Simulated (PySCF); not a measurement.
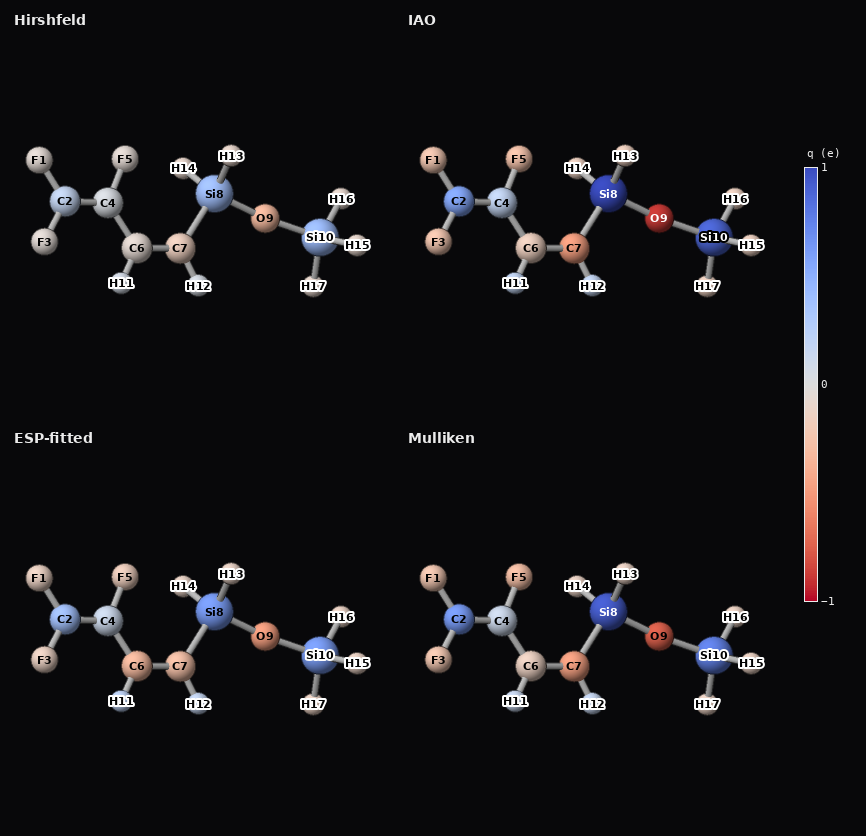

Atomic charges of one calculation by 4 schemes, on one colour scale. The computed structure is the end point of a PBE0-D3(BJ)/def2-SVP optimisation. No frequency run is at hand to confirm it as a minimum. Level of theory: PBE0/pcSseg-1 in acetonitrile (IEF-PCM) (PySCF 2.14.0).

**On which atom do the schemes disagree most?**

On Si8 (from 0.37 to 1.00 e).

List the charges (e), one line for each set of equivalent atoms.

```json
{"atom": "F1", "Hirshfeld": "−0.05", "IAO": "−0.22", "ESP-fitted": "−0.13", "Mulliken": "−0.22"}
{"atom": "C2", "Hirshfeld": "0.17", "IAO": "0.53", "ESP-fitted": "0.36", "Mulliken": "0.61"}
{"atom": "F3", "Hirshfeld": "−0.04", "IAO": "−0.23", "ESP-fitted": "−0.13", "Mulliken": "−0.22"}
{"atom": "C4", "Hirshfeld": "0.04", "IAO": "0.18", "ESP-fitted": "0.12", "Mulliken": "0.11"}
{"atom": "F5", "Hirshfeld": "−0.05", "IAO": "−0.26", "ESP-fitted": "−0.16", "Mulliken": "−0.28"}
{"atom": "C6", "Hirshfeld": "−0.06", "IAO": "−0.15", "ESP-fitted": "−0.31", "Mulliken": "−0.14"}
{"atom": "C7", "Hirshfeld": "−0.15", "IAO": "−0.47", "ESP-fitted": "−0.27", "Mulliken": "−0.45"}
{"atom": "Si8", "Hirshfeld": "0.37", "IAO": "1.00", "ESP-fitted": "0.60", "Mulliken": "0.91"}
{"atom": "O9", "Hirshfeld": "−0.31", "IAO": "−0.88", "ESP-fitted": "−0.47", "Mulliken": "−0.74"}
{"atom": "Si10", "Hirshfeld": "0.39", "IAO": "0.87", "ESP-fitted": "0.59", "Mulliken": "0.74"}
{"atom": "H11", "Hirshfeld": "0.06", "IAO": "0.18", "ESP-fitted": "0.21", "Mulliken": "0.15"}
{"atom": "H12", "Hirshfeld": "0.05", "IAO": "0.17", "ESP-fitted": "0.17", "Mulliken": "0.16"}
{"atom": "H13", "Hirshfeld": "−0.09", "IAO": "−0.15", "ESP-fitted": "−0.11", "Mulliken": "−0.12"}
{"atom": "H14", "Hirshfeld": "−0.09", "IAO": "−0.15", "ESP-fitted": "−0.11", "Mulliken": "−0.12"}
{"atom": "H15", "Hirshfeld": "−0.08", "IAO": "−0.15", "ESP-fitted": "−0.12", "Mulliken": "−0.13"}
{"atom": "H16", "Hirshfeld": "−0.08", "IAO": "−0.15", "ESP-fitted": "−0.12", "Mulliken": "−0.13"}
{"atom": "H17", "Hirshfeld": "−0.08", "IAO": "−0.14", "ESP-fitted": "−0.13", "Mulliken": "−0.13"}
```
